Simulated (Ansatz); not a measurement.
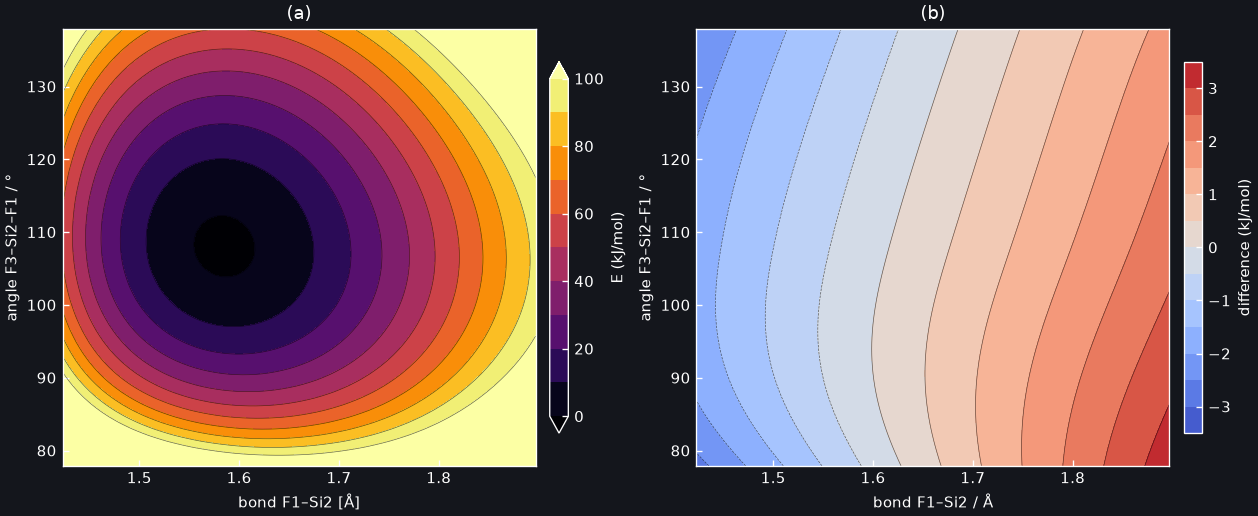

F₃Si, SMILES F[Si](F)F, spin multiplicity 2. Two internal coordinates are moved rigidly from the geometry relaxed at PBE0-D4/def2-TZVP, all others fixed. Coordinates scanned: (1) bond F1–Si2; (2) angle F3–Si2–F1. Grid: 5 × 5 points. Points are written as (first, second). Energies: kJ/mol, counted from each map's own lowest point. These are results of UKS r2SCAN-D4/def2-TZVPP in Ansatz 0.2.0, not measurements.

Panel (a): UKS r2SCAN-D4/def2-TZVPP in Ansatz. Panel (b): the map at UKS PBE0-D4/def2-TZVPP in Ansatz less the map of (a), each from its own lowest point.

Q: How does the change of method alter the landscape?

A: The difference runs from −2.7 kJ/mol at (1.423 Å, 78°) to 3.3 kJ/mol at (1.897 Å, 78°). The interpolated minimum moves from 1.5829 to 1.5804 Å in bond F1–Si2 and 107.4 to 107.5° in angle F3–Si2–F1.
